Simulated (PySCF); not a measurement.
C2H8Ge2O, SMILES `[CH3][GeH]([GeH3])[CH]=O`.

Level of theory: PBE0/def2-SVP (PySCF), at a geometry from GFN2-xTB. No frequency check shows the geometry to be a minimum. GFN2-xTB bond lengths at metals and heavier atoms can be off by up to 0.1 Å and shapes distorted, which carries into these values. Without diffuse functions Rydberg states are missing, so the states' numbers hold for this basis only.

Coordinates in Å:

```
C1      -1.2416   -1.8619   -0.5984
Ge2     -0.5399   -0.3255    0.4264
Ge3      1.7281    0.2378   -0.1563
C4      -1.7717    1.2362    0.1911
O5      -2.5528    1.3110   -0.7168
H6      -0.5549   -2.7045   -0.5683
H7      -2.2019   -2.1805   -0.2017
H8      -1.3841   -1.5680   -1.6359
H9      -0.5603   -0.6409    1.9182
H10      2.6481   -0.9470   -0.1203
H11      1.8750    0.8033   -1.5371
H12      2.3615    1.2475    0.7535
H13     -1.7014    2.0627    0.9284
```

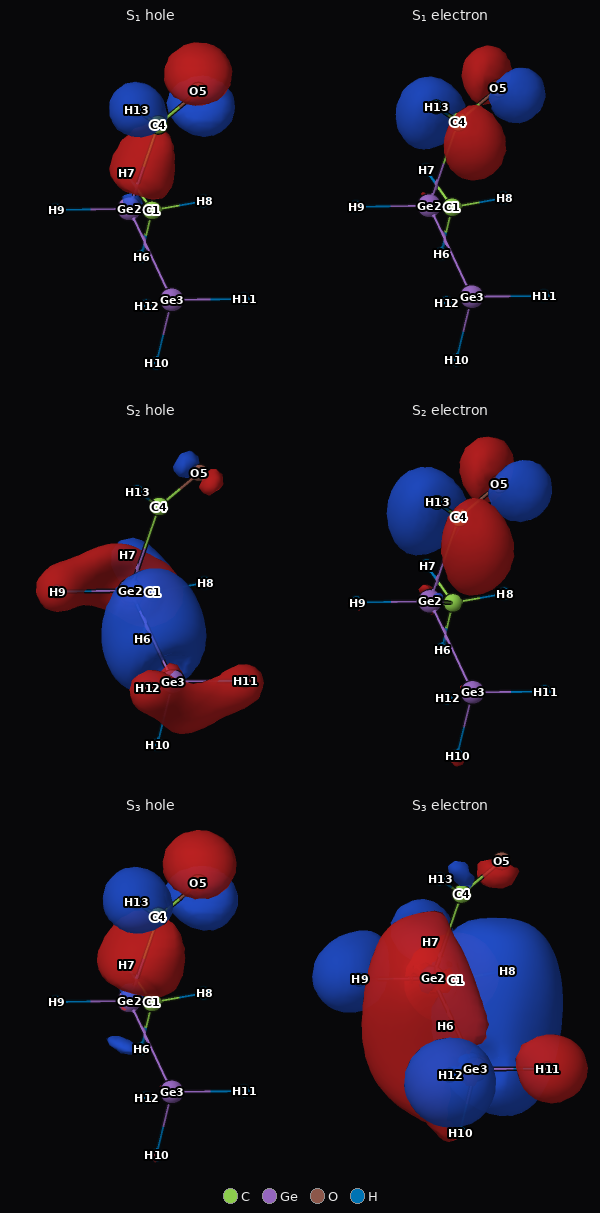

Leading natural transition orbitals (TDA singlet states).

### Describe these excited states.

By state:
- S₁: 3.37 eV (368 nm), f = 0.008; the leading pair carries 100 %; hole on O5 (53 %), C4 (16 %) and Ge2 (14 %), electron on C4 (44 %), O5 (34 %) and Ge2 (9 %); their centroids lie 0.2 Å apart.
- S₂: 6.02 eV (206 nm), f = 0.034; the leading pair carries 80 %; hole on Ge2 (29 %), Ge3 (26 %) and O5 (10 %), electron on C4 (35 %), O5 (26 %) and Ge2 (15 %) (shares are of the whole state, not of the leading pair alone); their centroids lie 1.4 Å apart.
- S₃: 6.21 eV (200 nm), f = 0.002, charge transfer, whose energy this functional puts too low; the leading pair carries 97 %; hole on O5 (43 %), C4 (18 %) and Ge2 (17 %), electron on Ge2 (28 %), Ge3 (24 %) and C1 (11 %); their centroids lie 2.0 Å apart.

The PySCF run took 10 min on 1 thread of Intel(R) Xeon(R) Processor @ 2.50GHz (Skylake/Cascade Lake), on a shared host, peak memory 0.83 GiB.
